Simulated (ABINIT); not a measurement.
# Quasiparticle gap of CdS (Hawleyite) in ABINIT, part 3 of 3

Wanted: ground state, empty states, screening and self-energy for CdS (Hawleyite).

ABINIT 10.8.3; LDA and many-body steps on it, plane waves. Known limits of the many-body steps: not at the basis limit; no spin-orbit coupling; coarse k mesh.

So far. Step 4 (Empty states on the mesh, 4×4×4 mesh, 275 bands): On this mesh the gap is 0.860 eV. Step 5 (Screening, 4×4×4 mesh, 251 bands, screening to 244.9 eV): Local fields lower ε∞ by 4 %. On a Γ-centred mesh this coarse the value itself is usually too large, while a short band sum pulls it down.

**6. Self-energy, 4×4×4 mesh, 251 bands, screening to 244.9 eV**

The self-energy is evaluated for the states that the input lists, and the levels follow from it, in one-shot runs by the linearised quasiparticle equation.

This step: G0W0 on LDA, plane waves, norm-conserving pseudopotentials.

Contents of run.abi:

```
acell 3*1.0 Angstrom
rprim 
  -0.000000000000 2.916500000000 2.916500000000
  2.916500000000 -0.000000000000 2.916500000000
  2.916500000000 2.916500000000 -0.000000000000
ntypat 2
znucl 48 16
natom 2
typat 1 2
xred 
  0.000000000000 0.000000000000 0.000000000000
  0.250000000000 0.250000000000 0.250000000000
pp_dirpath "pseudos"
pseudos "Cd.upf, S.upf"
ecut 47
ngkpt 4 4 4
nshiftk 1
shiftk 0 0 0
kptopt 1
chksymbreak 0
istwfk *1
occopt 1
irdwfk 1
optdriver 4
nband 251
gwcalctyp 0
ecutsigx 47
symsigma 1
nkptgw 3
kptgw 
  0.0000000000 0.0000000000 0.0000000000
  0.5000000000 0.0000000000 0.0000000000
  0.5000000000 0.5000000000 0.0000000000
bdgw 
  11 17
  12 16
  12 15
ecuteps 9
irdscr 1
ppmodel 1
indata_prefix "in"
outdata_prefix "out"
tmpdata_prefix "tmp"
```

Launch:

```sh
$ OMP_NUM_THREADS=1 mpirun -n 4 abinit run.abi > log
```

Numbers of over 12 decimals in the logs are rounded to 6 here.

What it wrote:

```text
.Version 10.8.3 of ABINIT. v10.8.2 released Aug 2026.

 Symmetries : space group F-4 3 m (#216); Bravais cF (face-center cubic)
[... echo of the input left out ...]
== DATASET  1 ==================================================================
-   mpi_nproc: 4, omp_nthreads: 1 (-1 if OMP is not activated)

--- !DatasetInfo
iteration_state: {dtset: 1, }
dimensions: {natom: 2, nkpt: 8, mband: 251, nsppol: 1, nspinor: 1, nspden: 1, mpw: 5180, }
cutoff_energies: {ecut:  47.0, pawecutdg:  -1.0, }
electrons: {nelect:   2.60000000E+01, charge:   0.00000000E+00, occopt:   1.00000000E+00, tsmear:   1.00000000E-02, }

 SIGMA: Calculation of the GW corrections

 Based on a program developped by R.W. Godby, V. Olevano, G. Onida, and L. Reining.
 Incorporated in ABINIT by V. Olevano, G.-M. Rignanese, and M. Torrent.
.Using double precision arithmetic ; gwpc =  8

[... cell and pseudopotentials left out ...]
--------------------------------------------------------------------------------

 ==== K-mesh for the wavefunctions ====
 Number of points in the irreducible wedge :     8
[... list of points left out ...]
 Together with 24 symmetry operations and time-reversal symmetry
 yields    64 points in the full Brillouin Zone.

 ==== Q-mesh for screening function ====
 Number of points in the irreducible wedge :     8
[... list of points left out ...]
 Together with 24 symmetry operations and time-reversal symmetry
 yields    64 points in the full Brillouin Zone.

 vcoul_init : cutoff-mode = AUXILIARY_FUNCTION
 q-points for optical limit:   1
     1)      0.000010    0.000020    0.000030
 setmesh: FFT mesh size selected  =    50x   50x   50
          total number of points  =       125000

 Number of electrons calculated from density =   26.0000; Expected =   26.0000
 average of density, n =  0.077653
 r_s =    1.4541
 omega_plasma =   26.8804 [eV]

 === KS Band Gaps ===
  >>>> For spin  1
   Minimum direct gap =   0.8603 [eV], located at k-point      :   0.0000  0.0000  0.0000
   Fundamental gap    =   0.8603 [eV], Top of valence bands at :   0.0000  0.0000  0.0000
                                       Bottom of conduction at :   0.0000  0.0000  0.0000
 SIGMA fundamental parameters:
 PLASMON POLE MODEL  1
 number of plane-waves for SigmaX                 5065
 number of plane-waves for SigmaC and W            411
 number of plane-waves for wavefunctions          5065
 number of bands                                   251
 number of independent spin polarizations            1
 number of spinorial components                      1
 number of k-points in IBZ                           8
 number of q-points in IBZ                           8
 number of symmetry operations                      24
 number of k-points in BZ                           64
 number of q-points in BZ                           64
 number of frequencies for dSigma/dE                 9
 frequency step for dSigma/dE [eV]                0.25
 number of omega for Sigma on real axis              0
 max omega for Sigma on real axis  [eV]           0.00
 zcut for avoiding poles [eV]                     0.10

 EPSILON^-1 parameters (SCR file):
 dimension of the eps^-1 matrix on file            411
 dimension of the eps^-1 matrix used               411
 number of plane-waves for wavefunctions          5065
 number of bands                                   251
 number of q-points in IBZ                           8
 number of frequencies                               2
 number of real frequencies                          1
 number of imag frequencies                          1

 matrix elements of self-energy operator (all in [eV])

 Perturbative Calculation

--- !SelfEnergy_ee
iteration_state: {dtset: 1, }
kpoint     : [   0.000,    0.000,    0.000, ]
spin       : 1
KS_gap     :    0.860
QP_gap     :    2.124
Delta_QP_KS:    1.264
data: !SigmaeeData |
     Band     E0 <VxcDFT>   SigX SigC(E0)      Z dSigC/dE  Sig(E)    E-E0       E
       11   4.103 -15.269 -18.337   1.828   0.776  -0.289 -16.231  -0.962   3.142
       12   4.103 -15.269 -18.337   1.828   0.776  -0.289 -16.231  -0.962   3.142
       13   4.103 -15.269 -18.337   1.828   0.776  -0.289 -16.231  -0.962   3.142
       14   4.963 -11.104  -6.830  -3.900   0.807  -0.239 -10.802   0.302   5.265
       15  10.438 -11.032  -5.847  -4.526   0.805  -0.242 -10.502   0.530  10.968
       16  10.438 -11.032  -5.847  -4.526   0.805  -0.242 -10.502   0.530  10.968
       17  10.438 -11.032  -5.847  -4.526   0.805  -0.242 -10.502   0.530  10.968

--- !SelfEnergy_ee
iteration_state: {dtset: 1, }
kpoint     : [   0.500,    0.000,    0.000, ]
spin       : 1
KS_gap     :    3.528
QP_gap     :    4.937
Delta_QP_KS:    1.410
data: !SigmaeeData |
     Band     E0 <VxcDFT>   SigX SigC(E0)      Z dSigC/dE  Sig(E)    E-E0       E
       12   3.334 -14.313 -17.533   1.978   0.775  -0.290 -15.276  -0.962   2.372
       13   3.334 -14.313 -17.533   1.978   0.775  -0.290 -15.276  -0.962   2.372
       14   6.862 -11.424  -6.731  -4.139   0.807  -0.239 -10.977   0.447   7.309
       15  10.924 -11.000  -5.880  -4.547   0.804  -0.243 -10.539   0.461  11.386
       16  10.924 -11.000  -5.880  -4.547   0.804  -0.243 -10.539   0.461  11.386

--- !SelfEnergy_ee
iteration_state: {dtset: 1, }
kpoint     : [   0.500,    0.500,    0.000, ]
spin       : 1
KS_gap     :    5.233
QP_gap     :    6.417
Delta_QP_KS:    1.184
data: !SigmaeeData |
     Band     E0 <VxcDFT>   SigX SigC(E0)      Z dSigC/dE  Sig(E)    E-E0       E
       12   2.182 -12.935 -16.386   2.197   0.772  -0.296 -13.902  -0.967   1.215
       13   2.182 -12.935 -16.386   2.197   0.772  -0.296 -13.902  -0.967   1.215
       14   7.415  -9.786  -5.664  -3.858   0.818  -0.222  -9.570   0.217   7.632
       15   8.253 -12.239  -7.445  -4.203   0.803  -0.246 -11.764   0.474   8.727

== END DATASET(S) ==============================================================
================================================================================

 -outvars: echo values of variables after computation  --------
           etotal      0.0000000000E+00
            nband         251
             nkpt           8
          spgroup         216
 [... the other variables as echoed above ...]

 Calculation completed.
```

Wall time 93 s (4 MPI ranks of Arm Neoverse V1, shared host); peak memory 2.4 GiB; 6.2 min of CPU time.

This step gave:

* G0W0 gap on the points computed: 2.123 eV
* starting gap on the mesh: 0.8602 eV
* k of the valence top: 0, 0, 0
* k of the conduction bottom: 0, 0, 0
* Z at the valence top: 0.776
* Z at the conduction bottom: 0.807
* least direct G0W0 gap on the computed points: 2.123 eV

The gap on the mesh goes from 0.86 eV to 2.12 eV, a correction of +1.26 eV.

Limits: finite bands, cutoff and mesh; no spin-orbit coupling; coarse k mesh. v1 is the top filled band, c1 the lowest empty one. The levels before and after the correction (eV, zero at the valence-band top of each column):

|  | conduction bottom | valence top |
| --- | --- | --- |
| Kohn-Sham | 0.86 | 0.00 |
| G0W0 | 2.12 | 0.00 |

```csv
,level,energy (eV)
Kohn-Sham,Γ v3-v1,0.000
Kohn-Sham,Γ c1,0.860
Kohn-Sham,Γ c2-c4,6.335
G0W0,Γ v3-v1,0.000
G0W0,Γ c1,2.123
G0W0,Γ c2-c4,7.826
```

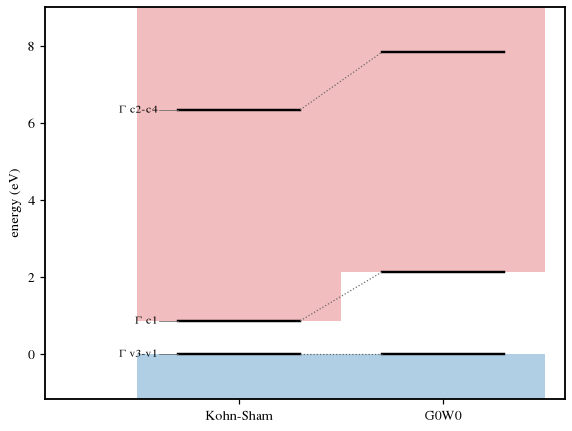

Levels before and after the correction. Shaded: valence and conduction bands.

**7. Where the time went**

Times are wall times on 4 MPI ranks of Arm Neoverse V1, shared host, good to a factor of about two.

| step | time | share | memory (GiB) |
| --- | --- | --- | --- |
| ground state | 21 s | 4 % | 0.36 |
| bands along the symmetry lines | 29 s | 5 % | 0.36 |
| empty states on the mesh | 3.5 min | 37 % | 0.53 |
| screening | 3.4 min | 37 % | 2.3 |
| self-energy | 93 s | 17 % | 2.4 |

**8. Outcome**

| Quantity | Value |
| --- | --- |
| LDA gap | 0.86 eV, direct |
| G0W0 gap on the mesh | 2.12 eV |
| GW settings | 4×4×4 mesh, 251 bands, screening to 244.9 eV, Godby-Needs plasmon pole |
| known limits | not at the basis limit; no spin-orbit coupling; coarse k mesh |

**Reading.** G0W0 moves the gap on the mesh from 0.86 eV to 2.12 eV (+1.26 eV), with Z of 0.78 and 0.81 at the edges. Local fields lower the RPA ε∞ on this mesh from 19.36 to 18.50; a Γ-centred mesh this coarse tends to raise both, most where the direct gap is narrow, while a short band sum lowers them. Only 3 of the mesh's irreducible points were corrected, so a valley elsewhere could overtake. Against experiment, by G0W0@LDA: the gap of 2.12 eV lies −0.30 eV from the measured 2.42 eV (optical, 1995). An exciton line or allowed optical edge lies below the quasiparticle gap by the binding energy; a forbidden edge can push the onset above it. The calculation has static nuclei and no excitons; a measured gap holds zero-point and thermal motion, which mostly lowers it. Bands and cutoff are finite, so the gap is not at the basis limit. The miss can reach some tenths of an eV and take either sign; the mesh is an error of its own. In the G0W0 run levels were corrected at 3 k points alone, so a gap called «on the mesh» is the least over those, and an edge elsewhere would be missed. The 4×4×4 mesh is coarse for this cell, which bears on the long-range parts of exchange and screening. The many-body steps are scalar-relativistic: spin-orbit coupling is not in them.

[Paths, hosts, dates, memory and timing lines, banners, echoed tables and standing remarks are left out of the program output.]

[Logs are printed without paths, hosts, clocks, repeated set-up lines and the standing remarks that a program may print on its own settings, such as how far it seeks lower states.]

[Runs of the session that timed out or met a known fault of the program may be left out.]

[Hosts, paths, dates, database ids (printed as entryN), source tags and the programs' standing remarks are cut or masked in the printed files.]

[G0W0 gaps are taken among the corrected bands and points alone; a level outside them can change the order at an edge.]

[Where Ansatz stands beside ABINIT at settings called matched, ABINIT's density can come from a denser mesh and the files from another edition; pairs whose starting gaps differed by over 0.03 eV were left out, so agreement reads better than it is.]
